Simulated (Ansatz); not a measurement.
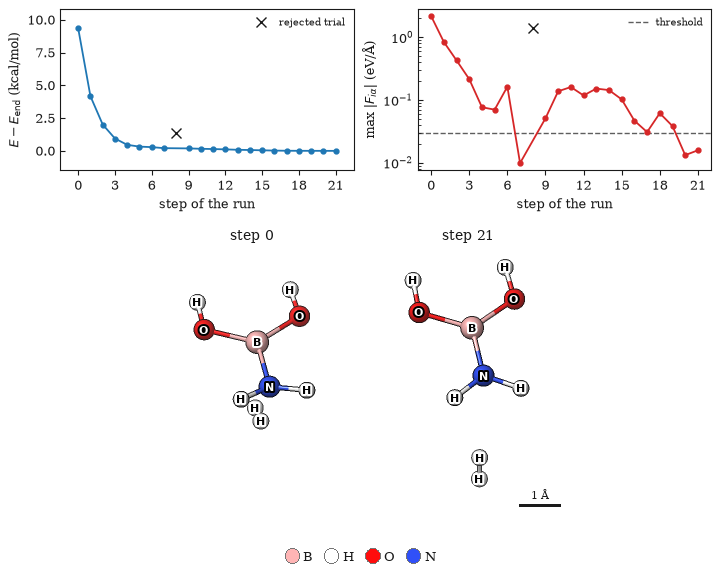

First and last geometry of a relaxation of BNH6O2, with the history of the run. Style: ball-and-stick. Shown from a free direction.

The run prepares an end point of a later path (reaction) calculation, from a guessed geometry.

Method: RHF/6-31G* (Ansatz). Settings: no spin polarisation; force threshold 0.03 eV/Å; at most 50 steps.

**Did the run converge, and what did it change?**

It converged. The atom that moves furthest after the best rigid fit is an H atom (1.79 Å). Largest moves by element: H 1.79 Å, O 0.48 Å, B 0.38 Å, N 0.29 Å. Among the contacts that change: B–N 1.479 → 1.406 Å, H–H 0.701 → 0.730 Å, B–O 1.364 → 1.372 Å. Bond angles that change, for instance: B–N–H 119.1° → 122.3°. Over 20 accepted moves (21 points after the start) the energy falls by 9.35 kcal/mol. Largest force component: 2.2 eV/Å at the start, 0.016 eV/Å at the end. The line search rejected the trial step at point 8 of the run. The forces were under the threshold at step 7, but the run went on from there. The run took 32 s on 1 thread of Intel(R) Xeon(R) Platinum 8375C CPU @ 2.90GHz (Ice Lake), with other jobs on the host, peak memory 0.14 GiB.

Limits of the set-up: the start holds two separate molecules, 2.3 Å apart at their closest, whose relative position is a soft coordinate and is computed without a dispersion correction; Hartree-Fock leaves out electron correlation.
